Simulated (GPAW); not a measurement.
# A GW chain in GPAW: Cl (Cmce), part 2 of 2

Wanted: ground state, empty states, screening and self-energy for Cl (Cmce).

GPAW 26.7.0; PBE and many-body steps on it, plane waves. Known limits of the many-body steps: not at the basis limit; coarse k mesh.

So far. Step 3 (Bands along the symmetry lines): The gap is 2.478 eV, −0.012 eV from the run before at this level. Step 4 (Empty states on the mesh, 4×4×2 mesh, 76 bands): On this mesh the gap is 2.490 eV.

## Step 5: Screening and self-energy, 4×4×2 mesh, 66 bands, screening to 40 eV

Now the one-shot GW correction: screening in the RPA, then the self-energy of the levels asked for.

This step: G0W0 on PBE, plane waves, PAW.

Input file run.py:

```python
import json
import numpy as np
from gpaw.mpi import world
from gpaw.response.g0w0 import G0W0

gw = G0W0('full.gpw',
    filename='gw',
    kpts=[0, 12],
    bands=(12, 16),
    ecut=40,
    nbands=66,
    integrate_gamma='WS',
    ppa=True)
gw.calculate()
res = {mode: {k: v for k, v in r.items() if k != 'sigma_eskwn'}
       for mode, r in gw.all_results.items()}

if world.rank == 0:
    with open('result.json', 'w') as f:
        json.dump(res, f, default=lambda x: x.tolist())
```

The run is started by

```console
mpirun -n 4 gpaw python run.py
```

Numbers of over 12 decimals in the logs are rounded to 6 here.

Log:

```text
Using integrator: PointIntegrator
FrequencyGridDescriptor(from 0.000+0.000j to 0.000+27.211j eV, 2 points)
Nonperiodic BCs:  [False False False]
Using integrator: PointIntegrator
FrequencyGridDescriptor(from 0.000+0.000j to 0.000+27.211j eV, 2 points)
Nonperiodic BCs:  [False False False]
  ___  _ _ _
 |   || | | |
 | | || | | |
 |__ ||_____|
 |___|

BZ k-points: Symmetries present (total): 4

  [... matrices ...]
32 k-points: 4 x 4 x 2 Monkhorst-Pack grid + [1/8,1/8,1/4]
14 k-points in the irreducible part of the Brillouin zone
       k-points in crystal coordinates                weights
   0:     0.00000000    0.00000000    0.00000000          1/32
   1:     0.00000000    0.00000000    0.50000000          1/32
   2:     0.25000000   -0.25000000    0.00000000          2/32
   3:     0.25000000   -0.25000000    0.50000000          2/32
   4:     0.25000000    0.00000000    0.00000000          4/32
   5:     0.25000000    0.00000000    0.50000000          4/32
   6:     0.25000000    0.25000000    0.00000000          2/32
   7:     0.25000000    0.25000000    0.50000000          2/32
   8:     0.50000000    0.00000000    0.00000000          2/32
   9:     0.50000000    0.00000000    0.50000000          2/32
          ...
  13:     0.50000000    0.50000000    0.50000000          1/32

Distributing spins, k-points and bands (1 x 2 x 4) over 4 processes
Number of blocks: 1

Quasi particle states:
k-points (IBZ indices): [0, 12]
Band range: (12, 16)
  [... matrices ...]
Computational parameters:
Plane wave cut-off: 40 eV
Number of bands: 66
Coulomb cutoff: None
Broadening: 0.1 eV

fxc modes: GW
Kernel: RPA
Using Godby-Needs plasmon-pole approximation:
  Fitting energy: i*E0, E0 = 1.000 Hartree
Summing all q:

Calculating screened Coulomb potential
No Coulomb truncation
FrequencyGridDescriptor(from 0.000+0.000j to 0.000+27.211j eV, 2 points)
Removing empty qpoint cache files...

Calculating chi0 body with:
    Ground state adapter containing:
    Number of spins: 1
    Number of kpoints: 32
    Number of irreducible kpoints: 14
    Number of completely occupied states: 14
    Number of partially occupied states: 14
    Occupied states memory: 3.5888671875 M / cpu

    Linear response parametrization:
    q_c: [0.0, 0.0, 0.0]
    Number of frequency points: 2
    Planewave cutoff: 40.0
    Number of bands: 66
    Number of planewaves: 61
    Broadening (eta): 1e-06
    comm.size: 4
    kncomm.size: 4
    blockcomm.size: 1

    Memory estimate of potentially large arrays:
        chi0_wGG: 0.113556 M / cpu
Integrating chi0 body.

Symmetries of q_c:
    Direct symmetries (Uq -> q): 4
    Indirect symmetries (TUq -> q): 0
In total 4 allowed symmetries.

  [... matrices ...]
14 groups of equivalent kpoints. 56.25% reduction.

Integral kind: response function
Integrating chi0 head and wings.

Symmetries of q_c:
    Direct symmetries (Uq -> q): 4
    Indirect symmetries (TUq -> q): 0
In total 4 allowed symmetries.

  [... matrices ...]
14 groups of equivalent kpoints. 56.25% reduction.

Integral kind: response function wings

Calculating chi0 body with:
    Ground state adapter containing:
    Number of spins: 1
    Number of kpoints: 32
    Number of irreducible kpoints: 14
    Number of completely occupied states: 14
    Number of partially occupied states: 14
    Occupied states memory: 3.5888671875 M / cpu

    Linear response parametrization:
[... the further q-points ...]

Results:
f:      Occupation numbers
eps:     KS-eigenvalues [eV]
vxc:     KS vxc [eV]
exx:     Exact exchange [eV]
sigma:   Self-energies [eV]
dsigma:  Self-energy derivatives
Z:       Renormalization factors
qp:      QP-energies [eV]

k-point 0 (0): (0.000, 0.000, 0.000)                GW
band       f     eps     vxc     exx   sigma  dsigma       Z      qp
                                                                   GW
  12   1.000  -0.359 -17.020 -21.485   3.060  -0.234   0.811  -1.499
  13   1.000  -0.269 -17.277 -21.700   3.071  -0.234   0.810  -1.364
  14   0.000   2.278 -16.854 -11.617  -2.704  -0.221   0.819   4.351
  15   0.000   2.843 -17.627 -11.930  -2.815  -0.234   0.810   5.178

k-point 1 (12): (0.500, 0.500, 0.000)                GW
band       f     eps     vxc     exx   sigma  dsigma       Z      qp
                                                                   GW
  12   1.000  -0.573 -16.760 -21.137   2.992  -0.234   0.810  -1.695
  13   1.000  -0.213 -17.243 -21.644   3.044  -0.232   0.811  -1.314
  14   0.000   2.355 -16.961 -11.598  -2.725  -0.224   0.817   4.509
  15   0.000   2.547 -17.080 -11.630  -2.714  -0.228   0.814   4.775
```

The job ended after 15 s (4 MPI ranks of Intel Xeon Platinum 8488C (Sapphire Rapids), shared host; peak memory 0.92 GiB; 60 s of CPU time).

This step gave:

```
G0W0 gap on the points computed              : 5.665 eV
least direct G0W0 gap on the computed points : 5.716 eV
Z at the valence top                         : 0.8114
Z at the conduction bottom                   : 0.8188
starting gap on the mesh                     : 2.490 eV
k of the valence top                         : 0.5, 0.5, 0
k of the conduction bottom                   : 0, 0, 0
```

The gap on the mesh goes from 2.49 eV to 5.66 eV, a correction of +3.17 eV.

Limits: finite bands, cutoff and mesh; coarse k mesh. v1 is the top filled band, c1 the lowest empty one. The levels before and after the correction (eV, zero at the valence-band top of each column):

|  | conduction bottom | valence top |
| --- | --- | --- |
| Kohn-Sham | 2.49 | 0.00 |
| G0W0 | 5.66 | 0.00 |

|  | level | energy (eV) |
| --- | --- | --- |
| Kohn-Sham | Γ v2 | -0.146 |
| Kohn-Sham | Γ v1 | -0.056 |
| Kohn-Sham | Γ c1 | 2.490 |
| Kohn-Sham | Γ c2 | 3.055 |
| Kohn-Sham | (0.5 0.5 0) v2 | -0.361 |
| Kohn-Sham | (0.5 0.5 0) v1 | 0.000 |
| Kohn-Sham | (0.5 0.5 0) c1 | 2.568 |
| Kohn-Sham | (0.5 0.5 0) c2 | 2.759 |
| G0W0 | Γ v2 | -0.185 |
| G0W0 | Γ v1 | -0.051 |
| G0W0 | Γ c1 | 5.665 |
| G0W0 | Γ c2 | 6.492 |
| G0W0 | (0.5 0.5 0) v2 | -0.381 |
| G0W0 | (0.5 0.5 0) v1 | 0.000 |
| G0W0 | (0.5 0.5 0) c1 | 5.823 |
| G0W0 | (0.5 0.5 0) c2 | 6.089 |

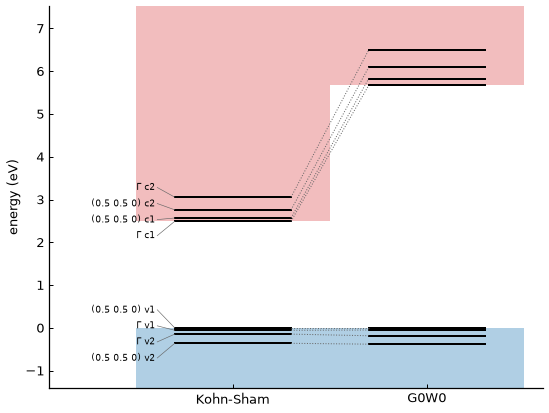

Levels before and after the correction. Shaded: valence and conduction bands.

## Step 6: Where the time went

Times are wall times on 4 MPI ranks of Intel Xeon Platinum 8488C (Sapphire Rapids), shared host, good to a factor of about two.

| step | time | share | memory (GiB) |
| --- | --- | --- | --- |
| ground state | 14 s | 22 % | 0.73 |
| bands along the symmetry lines | 21 s | 32 % | 0.83 |
| empty states on the mesh | 14 s | 22 % | 0.79 |
| screening and self-energy | 15 s | 24 % | 0.92 |

## Step 7: Results

| Quantity | Value |
| --- | --- |
| PBE gap | 2.48 eV, indirect |
| G0W0 gap on the mesh | 5.66 eV |
| GW settings | 4×4×2 mesh, 66 bands, screening to 40 eV, Godby-Needs plasmon pole |
| known limits | not at the basis limit; coarse k mesh |

**Reading.** G0W0 moves the gap on the mesh from 2.49 eV to 5.66 eV (+3.17 eV), with Z of 0.81 and 0.82 at the edges. Only 2 of the mesh's irreducible points were corrected, so a valley elsewhere could overtake. Bands and cutoff are finite, so the gap is not at the basis limit. The miss can reach some tenths of an eV and take either sign; the mesh is an error of its own. These stock PAW sets were not made for GW. In the G0W0 run levels were corrected at 2 k points alone, so a gap called «on the mesh» is the least over those, and an edge elsewhere would be missed. The 4×4×2 mesh is coarse for this cell, which bears on the long-range parts of exchange and screening.

[Paths, hosts, dates, memory and timing lines, banners, echoed tables and standing remarks are left out of the program output.]

[Logs are printed without paths, hosts, clocks, repeated set-up lines and the standing remarks that a program may print on its own settings, such as how far it seeks lower states.]

[Runs of the session that timed out or met a known fault of the program may be left out.]

[Hosts, paths, dates, database ids (printed as entryN), source tags and the programs' standing remarks are cut or masked in the printed files.]
